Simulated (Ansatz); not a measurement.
```xyz
7

Al    1.1823    0.2028    0.1961
Cl    2.6436    0.3288    1.8967
In   -1.0605    2.1922    0.0069
N    -0.5776    0.2374    0.6385
H     1.7891   -0.8975   -0.8175
H     1.1467    1.7529   -0.5030
H    -1.1898   -0.4076    1.1210
```

Geometry: PBE0-D3(BJ)/def2-SVPD; core potentials replace the inner electrons of In.

Level of theory: isolated molecule in a Gaussian basis; Kohn-Sham density functional theory, functional PBE0 in Ansatz 0.2.0.

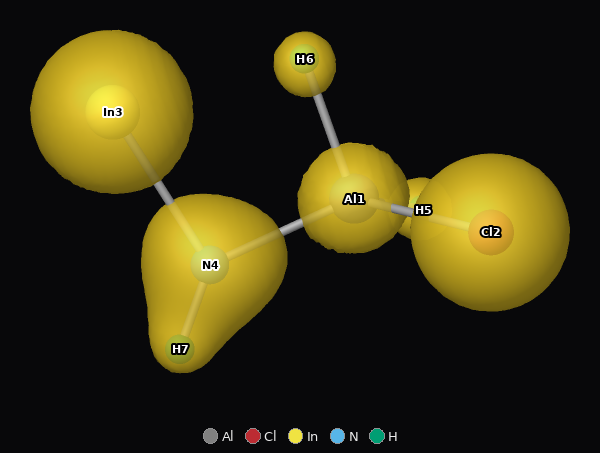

AlClH₃InN (charge −1). Isosurface of the electron density at 0.8 e/Å³ (yellow), seen across its widest extent.

**How is the density connected at this value?**

At this value the surface falls into six separate pieces. It bridges the sampled N–H (1.01 Å) contacts, where the density stays above the isovalue. It is pinched off along the sampled Al–N (1.82 Å), In–N (2.11 Å) and Al–Cl (2.25 Å) contacts. On the grid the lowest density along these lines, outside the cores, is 0.66 e/Å³ (Al–N, 1.82 Å), 0.63 e/Å³ (In–N, 2.11 Å), 0.37 e/Å³ (Al–Cl, 2.25 Å) and 2.2 e/Å³ (N–H, 1.01 Å).
